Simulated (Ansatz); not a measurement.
Band structure of KAu5 (P6/mmm, 6 atoms in the cell).

```yaml
crystal:
  lattice:
    - [5.63881, 0.00000, 0.00000]
    - [-2.81940, 4.88335, 0.00000]
    - [0.00000, 0.00000, 4.44592]
  atoms:
    - { symbol: K, position: [0.00000, 0.00000, 0.00000] }
    - { symbol: Au, position: [0.66667, 0.33333, 0.00000] }
    - { symbol: Au, position: [0.33333, 0.66667, 0.00000] }
    - { symbol: Au, position: [0.50000, 0.00000, 0.50000] }
    - { symbol: Au, position: [0.50000, 0.50000, 0.50000] }
    - { symbol: Au, position: [0.00000, 0.50000, 0.50000] }
```

Method of the run: LDA (PW92), PAW files made with PBE (plane waves; Ansatz, a first-principles code).

Settings: kpoints.mp_grid.grid = 6 6 6; hamiltonian.xc = lda; hamiltonian.pseudopotentials = {kind: paw} (the program's default PAW files); scf.occupations.method = gaussian; scf.occupations.width = 0.0073 Ry; kpoints.band_path.npoints = 8.

The starting cell comes from a database of computed structures (which also holds hypothetical and non-ambient phases and stackings), without a prior relaxation at this level. Its lattice was rescaled by a random factor within 2.5 % of one. Spin-orbit coupling is off.

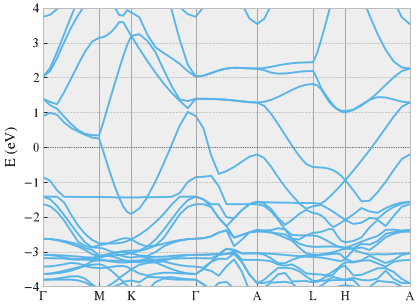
Bands along the path, energies from the Fermi level.

Levels in eV from the Fermi level, bands 49 to 56:
```csv
point,49,50,51,52,53,54,55,56
Γ,-1.42,-1.42,-0.86,0.89,1.39,1.39,2.02,2.02
M,-2.82,-2.77,-1.44,0.24,0.33,3.13,4.60,4.74
K,-2.65,-2.65,-1.92,-1.45,3.19,3.19,3.87,4.22
A,-1.64,-1.57,-1.57,-0.21,1.28,1.28,2.25,2.25
L,-2.46,-1.89,-1.70,-1.61,-0.58,1.81,2.18,2.43
H,-2.73,-2.09,-2.09,-0.95,-0.95,0.99,1.03,5.64
```

Bands cross the Fermi level along this path, so the cell is metallic at this level.

Keys are those of Ansatz 0.2.
